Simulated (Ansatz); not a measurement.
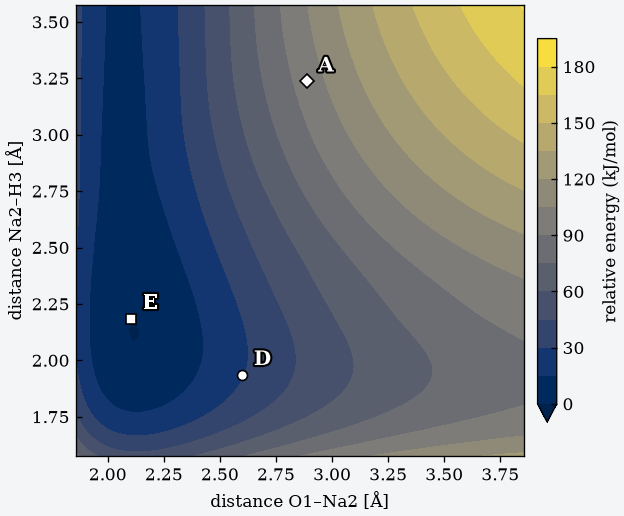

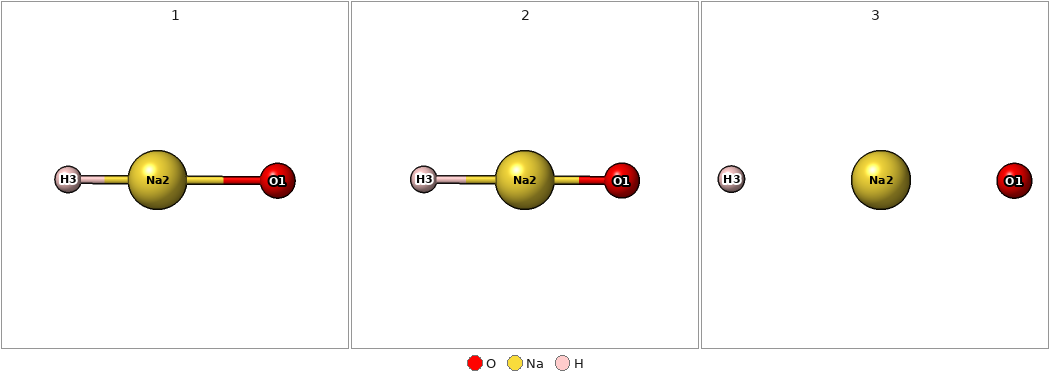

The system O + NaH, spin multiplicity 3. 
- Coordinates scanned: (1) distance O1–Na2; (2) distance Na2–H3.
- Nothing is relaxed (the angle O1–Na2–H3 is fixed at 180 degrees).
- The scan uses a 16 × 16 grid.
- Energies: kJ/mol, counted from the lowest grid point.
- Level of theory: UKS PBE0-D4/def2-SVPD in Ansatz.

Drawn: filled contours, lettered points. Between grid points the surface is interpolated. The numbered pictures are the structures at these points, in random order.

Which structure belongs to which point?

A is structure 3: distance O1–Na2 = 2.886 Å, distance Na2–H3 = 3.236 Å, 96 kJ/mol; D is structure 1: distance O1–Na2 = 2.599 Å, distance Na2–H3 = 1.935 Å, 29 kJ/mol; E is structure 2: distance O1–Na2 = 2.103 Å, distance Na2–H3 = 2.184 Å, 0 kJ/mol.
